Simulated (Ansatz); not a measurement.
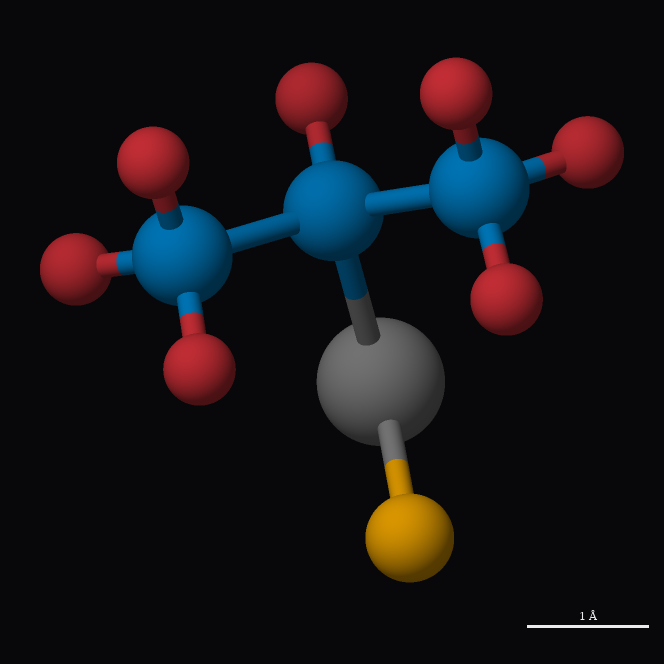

Rendered structure (ball-and-stick style). Colours: carbon blue, germanium grey, fluorine orange, hydrogen red.

Computed geometry: PBE0-D4/def2-TZVP optimisation.

Describe the molecule.

It has 12 atoms: 3 carbon, 7 hydrogen, 1 fluorine and 1 germanium (C₃H₇FGe). As SMILES it reads `C[CH](C)[Ge][F]`. This geometry has Cs symmetry. Coordination: 3 C tetrahedral; 1 Ge bent.

More results for the same structure follow; atom numbers are the same in all pictures, views and colours differ.

Shape

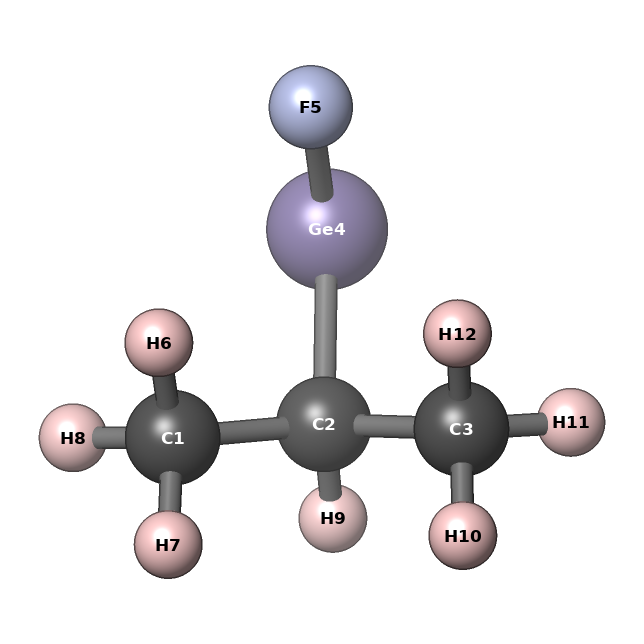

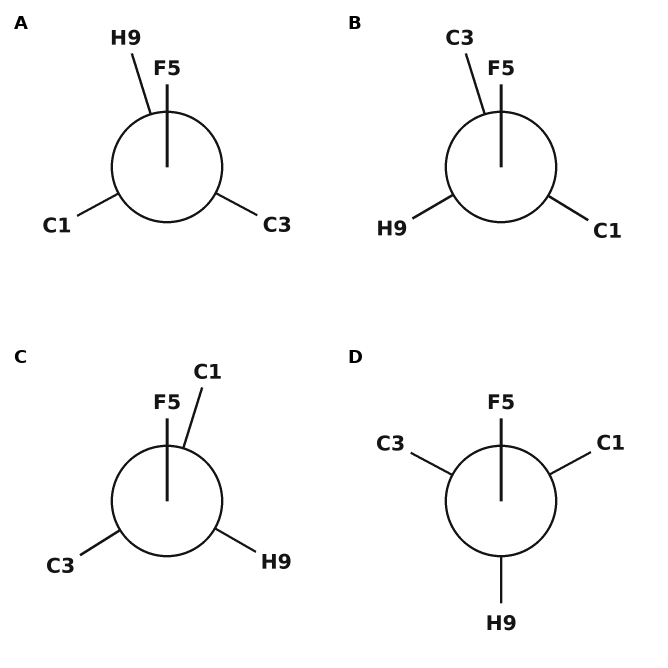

Depth is shown by fading: the farther an atom, the more it takes the colour of the background. Bonds that would overlap in a projection are set slightly apart.

Question: Which Newman projection shows the view along Ge4–C2, with Ge4 in front?

Answer: D. The torsion angle F5–Ge4–C2–C1 is 61°, synclinal (gauche).

Dipole moment

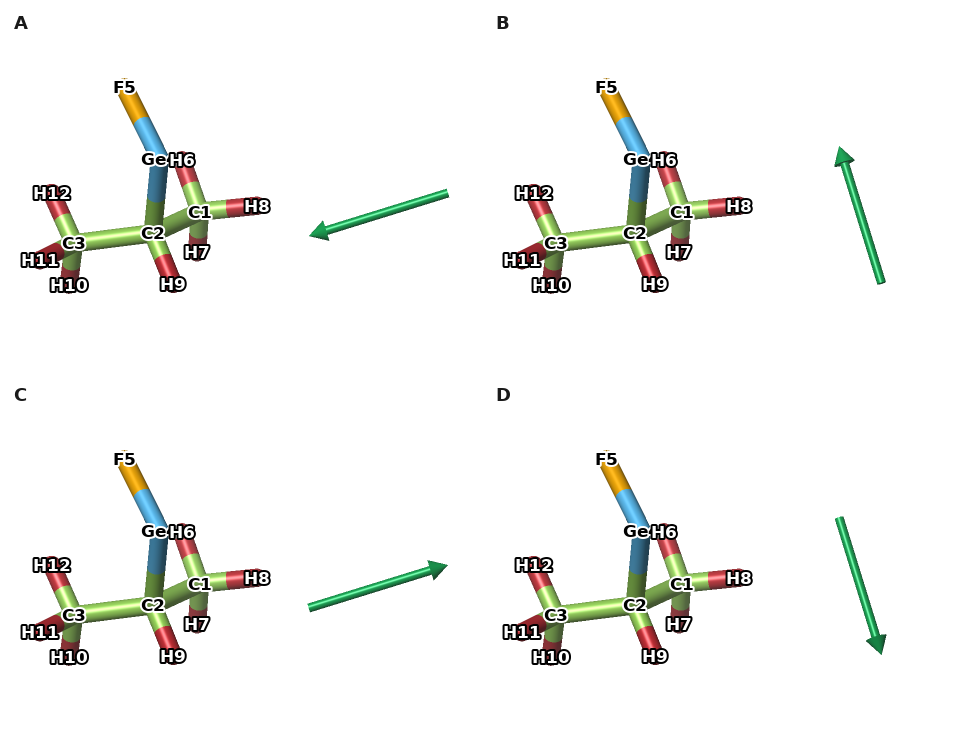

The same molecule four times, each with an arrow. Level of theory: RKS ωB97M-V/def2-TZVPP (Ansatz 0.2.0).

Question: Which arrow points along the dipole moment, from the negative to the positive end?

Answer: D. The dipole moment is 2.09 D; it points from the side of F5 to the side of H9 (the outermost atoms at the two ends).

Electronic properties

Level of theory: RKS PBE0-D4/def2-TZVPP (Ansatz 0.2.0).

Question: What is the LUMO energy (Kohn–Sham orbital)?

Answer: −2.36 eV.

Question: What is the dispersion correction?

Answer: −21.6 kJ/mol.

Question: What is the HOMO energy (Kohn–Sham orbital)?

Answer: −6.42 eV.

Vibrations

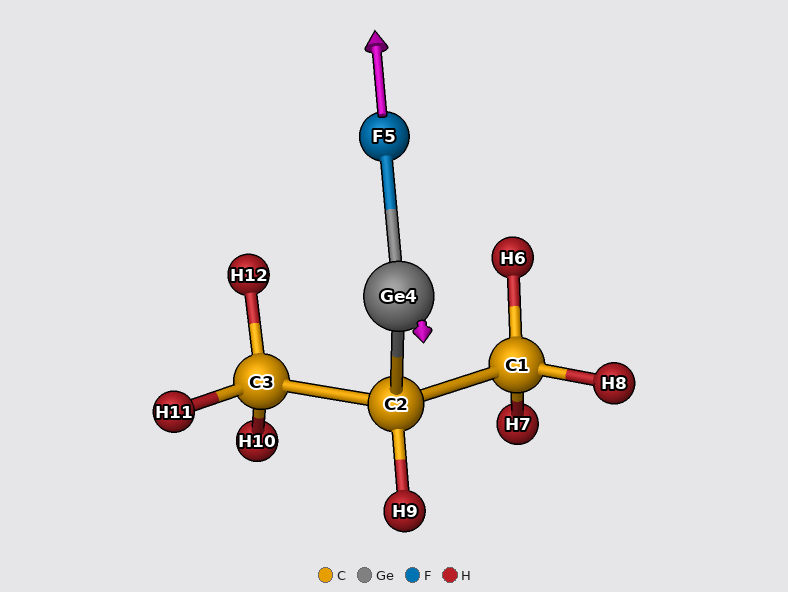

The arrows show one normal mode. Harmonic vibrations computed with RKS PBE0-D4/def2-TZVP (Ansatz 0.2.0) at a stationary point of the same level.

Question: What kind of motion is it?

Answer: Mostly Ge–F stretching.

Question: Estimate its harmonic wavenumber.

Answer: 644 cm⁻¹; it is mode 9 of 30 counted from the lowest.
